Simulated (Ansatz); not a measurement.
# A computed series for hypothetical zinc blende YSb: pressure series

Take YSb in the zinc blende structure (space group F-43m, No. 216; a = 6.9513 Å; a hypothetical phase, not in the database extracts checked) as the base.

Cell and atoms are relaxed at each pressure.

Computed with PBE, PAW, 420 eV (Ansatz, a quantum-chemistry and plane-wave program; spin-orbit coupling left out).

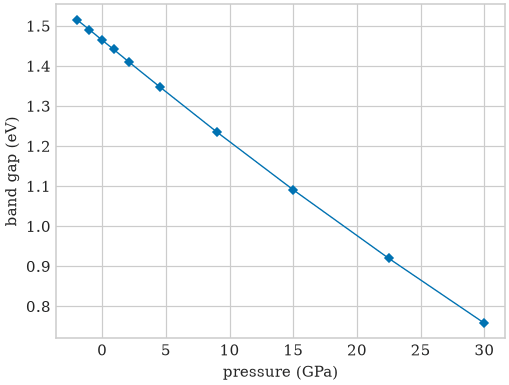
Fig. 1. Band gap against pressure

| pressure (GPa) | band gap |
|---|---|
| -2 | 1.52 eV |
| -1 | 1.49 eV |
| 0.9 | 1.44 eV |
| 2.1 | 1.41 eV |
| 4.5 | 1.35 eV |
| 9 | 1.23 eV |
| 15 | 1.09 eV |
| 22.5 | 0.92 eV |
| 30 | 0.76 eV |

With Sb present, leaving out spin-orbit coupling can change the band edges. Load acts through the strain it causes; cell and atoms are relaxed under it. Whether these cells are dynamically stable was not tested. No other phases were tried under pressure.
